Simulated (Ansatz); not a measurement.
```xyz
12

B     0.5018   -0.4802   -0.2085
C    -0.5914   -1.1411    1.0644
H     1.5789   -0.4356    0.3101
H     0.2789   -1.1494   -1.1747
H    -0.4630    0.0599    0.3771
Si    0.2538    1.4380   -0.9118
H    -1.6322   -1.2865    0.7748
H    -0.1023   -2.1096    1.1137
H    -0.5345   -0.6689    2.0454
H     1.3265    1.5792   -1.9312
H     0.4412    2.5024    0.1154
H    -1.0575    1.6918   -1.5748
```

A transition-state structure; geometry: PBE0-D4/def2-TZVP.

Theory: RKS PBE0-D4/def2-TZVPP (Ansatz 0.2.0).

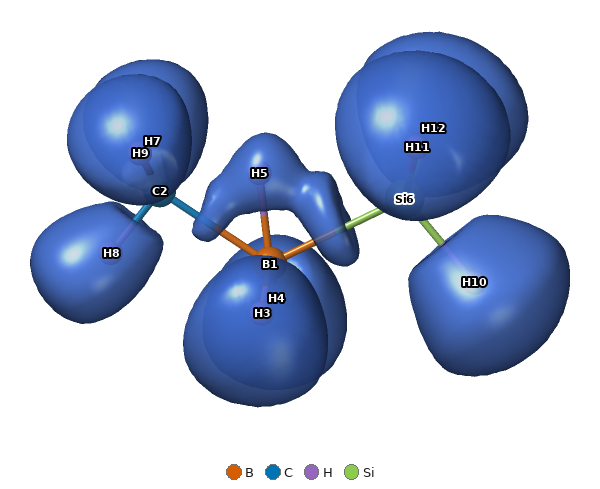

CH$_{9}$BSi. Isosurface of the electron localisation function at 0.8 (blue), seen across its widest extent. Only the valence region is drawn (cores and ρ < 0.01 e/Å³ removed).

### Where are the electrons localised?

At this value the surface marks out eight regions around hydrogen nuclei and one joined region spread over several atoms (B, H, Si), in which their bonds and any lone pairs are merged. Profiles from the grid: C–B (1.80 Å): the ELF peaks at about 0.90 between the atoms, as expected for a covalent bond. Si–B (2.06 Å): the ELF peaks at about 0.95 between the atoms, as expected for localised, covalent bonding.
